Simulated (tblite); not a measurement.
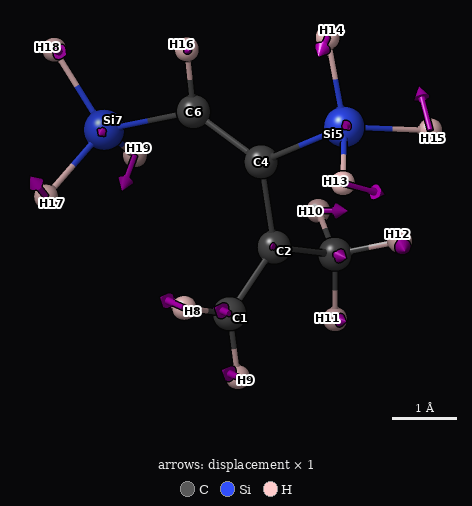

A relaxation of C$_{5}$H$_{12}$Si$_{2}$. The starting structure is drawn; purple arrows show the displacements, at their true length. The two geometries are superimposed by the best rigid fit.

A ball-and-stick model, seen at a tilt.

Method: GFN2-xTB geometry optimisation, gas phase in tblite. 

Q: Which element moves most?

A: Hydrogen: up to 0.92 Å, against 0.42 Å for carbon.

Q: What happened in the run?

A: After 154 geometry steps the energy has fallen by 4.28 kcal/mol. The largest move after the best rigid fit is that of an H atom, 0.92 Å. Largest moves by element: H 0.92 Å, C 0.42 Å, Si 0.19 Å. Near-neighbour distances that change, for instance: C–Si 1.836 → 1.881 Å, H–Si 1.498 → 1.467 Å, C–Si 1.875 → 1.895 Å, C–H 1.106 → 1.088 Å. Bond angles that change, for instance: Si–C–H 109.4° → 115.3°, C–C–H 120.5° → 117.2°, H–C–H 106.4° → 108.9°. Groups turn about C–Si by about 30°, C–Si by about 25°, C–C by about 20°. The run took 2.1 s on 1 thread of Arm Neoverse N1 (shared host).
